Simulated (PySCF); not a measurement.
# NOF (nitrosyl fluoride) at PBE/def2-TZVPP

What is the vertical ionisation energy of NOF (nitrosyl fluoride) at PBE/def2-TZVPP? Input form: a Python script.

The results are computed with PySCF 2.14.0.

1 further run of the same task is left out (set aside as unsound or not needed).

## Step 1: Starting point

The species is NOF (3 atoms), meant as a singlet with charge 0. SMILES: `O=NF`. Geometry: relaxed at PBE0-D4/def2-TZVP.

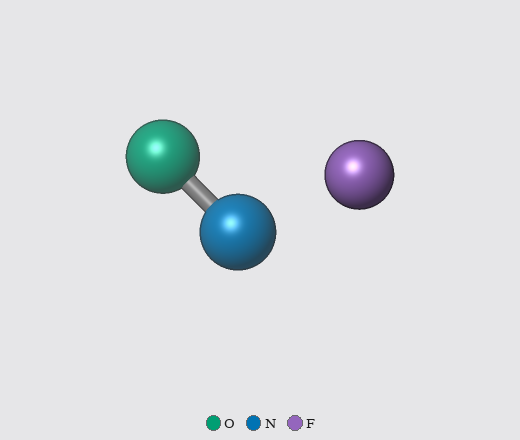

The structure, seen from a chosen angle (oxygen teal, nitrogen blue, fluorine purple).

## Step 2: The energy at PBE/def2-TZVPP

input.py reads:

```python
from pyscf import gto, dft

mol = gto.M(
    atom='''
O      1.640944     0.459147     0.953820
N      0.281437    -0.911868     0.056522
F     -1.922399     0.452741    -1.010342
''',
    spin=0,
    unit='bohr',
    basis='def2-tzvpp',
    verbose=3,
    charge=0,
    max_memory=1860,
)

mf = dft.RKS(mol)
mf.xc = 'pbe'
mf.conv_tol = 1e-10
mf.grids.level = 5
mf.kernel()
if not mf.converged:
    mf = mf.newton().run(mf.mo_coeff, mf.mo_occ)

e_tot = mf.e_tot
print('Final energy', e_tot)
```

Launch:

```sh
$ OMP_NUM_THREADS=1 python input.py
```

Standard output:

```text
converged SCF energy = -229.607233867195
Final energy -229.60723386719485
```

Run time: 8.1 s. Hardware: 1 thread of Arm Neoverse V2, shared host; peak memory 0.44 GiB.

## Step 3: The doublet cation, same level

job.py reads:

```python
from pyscf import gto, dft

molecule = gto.M(
    atom='''
O    0.868350   0.242970   0.504740
N    0.148930  -0.482540   0.029910
F   -1.017290   0.239580  -0.534650
''',
    verbose=3,
    charge=1,
    spin=1,
    basis='def2-tzvpp',
    max_memory=1860,
)

mf = dft.UKS(molecule)
mf.xc = 'pbe'
mf.grids.level = 5
mf.conv_tol = 1e-10
mf.kernel()
if not mf.converged:
    mf = mf.newton().run(mf.mo_coeff, mf.mo_occ)

etot = mf.e_tot
print(f'total energy: {etot:.8f} hartree')
```

Launch:

```sh
$ OMP_NUM_THREADS=1 python job.py
```

Standard output:

```text
WARN: HOMO -0.307707421061803 >= LUMO -0.307707421061799

converged SCF energy = -229.135586828247  <S^2> = 0.75489015  2S+1 = 2.0048842
total energy: -229.13558683 hartree
```

Wall time 16 s (1 thread of Arm Neoverse V2, shared host); peak memory 0.46 GiB.

## Step 4: Results

Level: PBE/def2-TZVPP.

| quantity | value |
| --- | --- |
| singlet NOF: total energy | -229.60723 Eh |
| singlet NOF: dipole moment | 1.26 D |
| singlet NOF: HOMO energy | -8.10 eV |
| singlet NOF: LUMO energy | -4.46 eV |
| singlet NOF: HOMO–LUMO gap | 3.64 eV |
| doublet cation: total energy | -229.13559 Eh |
| doublet cation: HOMO energy (highest over α and β) | -19.01 eV |
| doublet cation: LUMO energy (lowest over α and β) | -17.63 eV |
| doublet cation: ⟨S²⟩ | 0.755 |
| vertical ionisation energy (to the doublet cation) | 12.834 eV |

**Reading.** Removing an electron at fixed nuclei costs 12.83 eV (296 kcal/mol). −ε(HOMO) before ionisation, 8.10 eV, is 4.74 eV below this ionisation energy. Mulliken charges (singlet NOF) run from -0.18 on F3 to +0.18 on N2; they depend strongly on the basis.
